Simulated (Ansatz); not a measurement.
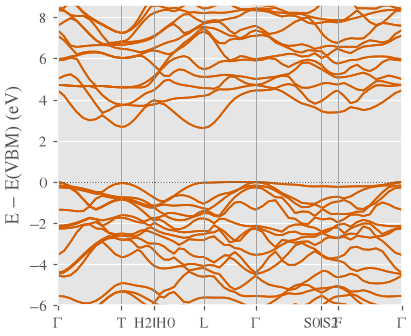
Figure: Band structure from PBEsol with spin–orbit coupling in the plane-wave PAW code Ansatz

The gap is 2.62 eV; an edge lies off the plotted path or next to a special point (maximum off the standard path, minimum at L).

The material is B6As in space group R-3m (No. 166; B on 18h, B on 18h, As on 6c).

The first step of the workflow began from a Materials Project structure, measured or hypothetical; the Crystallography Open Database copy checked does not list it. Its standing as an ambient phase is unchecked. Symmetry was held in the PBEsol relaxation; phonons on a q-mesh show no instability.

Potentials: the later of the program's two PAW sets.
